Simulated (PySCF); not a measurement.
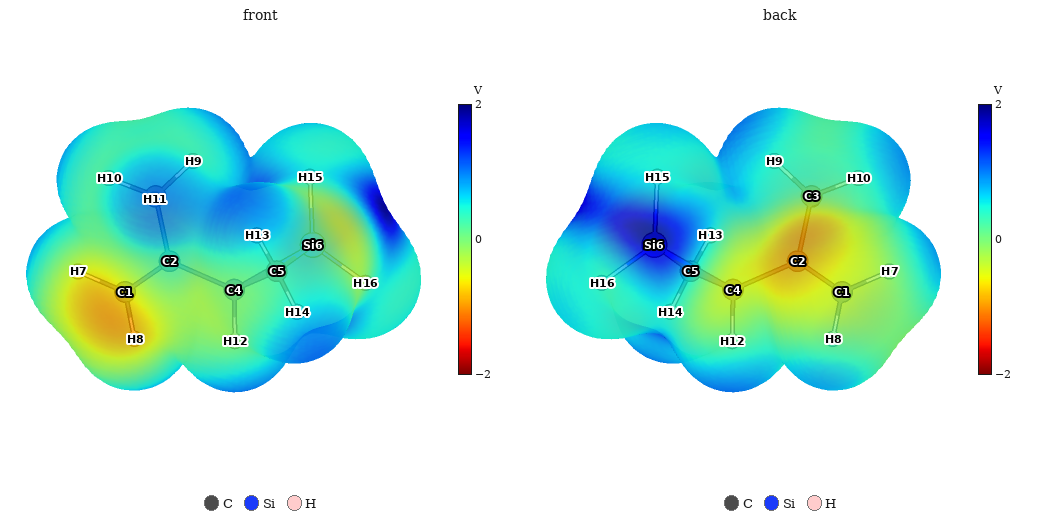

Figure. C5H10Si. The electrostatic potential painted on the density surface at 0.004 e/bohr³, seen from the front and from behind; red is negative and blue positive.

Geometry: GFN2-xTB.

Method: CAM-B3LYP/def2-SVPD, SCF density, gas phase in PySCF 2.14.0.

Input file:

```
{"job": {"kind": "uv", "xc": "CAM-B3LYP", "basis": "def2-SVPD", "nstates": 8, "ntriplets": 3}, "charge": 0, "multiplicity": 1}
C     -1.644199     0.837970    -1.217526
C     -0.837899     0.155271    -0.408624
C     -1.388860    -0.680813     0.707559
C      0.620344     0.221225    -0.565719
C      1.548513    -0.892937    -0.056679
Si     1.794574     0.729713     0.851143
H     -2.714536     0.823716    -1.103834
H     -1.260101     1.437672    -2.025576
H     -0.927242    -0.412384     1.656623
H     -2.464210    -0.544824     0.789120
H     -1.191737    -1.737092     0.525139
H      0.902767     0.610400    -1.539057
H      1.071088    -1.722878     0.443372
H      2.282836    -1.239050    -0.771449
H      1.263894     0.866097     2.195045
H      2.937168     1.556858     0.509054
```

Launched as:

```sh
OMP_NUM_THREADS=1 python probes_run.py task.json out
```

**Where is the surface potential most negative and most positive?**

The most negative region (about −1.0 V, or −23 kcal/mol for a unit charge) lies over the π face of C1 and C2, the most positive (about +1.8 V, or +42 kcal/mol for a unit charge) over Si6.
